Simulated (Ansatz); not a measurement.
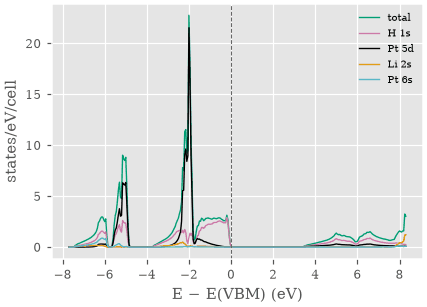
Figure: Total and projected density of states of Li2H6Pt in space group Fm-3m (No. 225; Li on 8c, H on 24e, Pt on 4a), DFT-r²SCAN in the program Ansatz with PAW potentials

Task: Which orbitals carry the states next to the gap?

Result: Top 1 eV of the valence band: H 1s 89 %. Bottom 1 eV of the conduction band: H 1s 60 %, Pt 5d 27 %, outside the projected shells 11 %. Projections are on Löwdin-orthogonalised atomic valence shells; empty p or d shells of many metals are not among them.

Task: Where is the tallest occupied peak in this window, and what makes it?

Result: Near -2.0 eV, about 23 states/eV per cell; the largest projected share is Pt 5d.

The workflow started from a Materials Project entry (that database holds measured and hypothetical structures alike); the Crystallography Open Database copy checked does not list it. Its standing as an ambient phase is unchecked. Symmetry was held in the r²SCAN relaxation; whether a distortion lowers the energy is not shown. No spin polarisation was allowed. Spin–orbit coupling is left out wherever it is not named.

Potentials: the later of the program's two PAW sets.
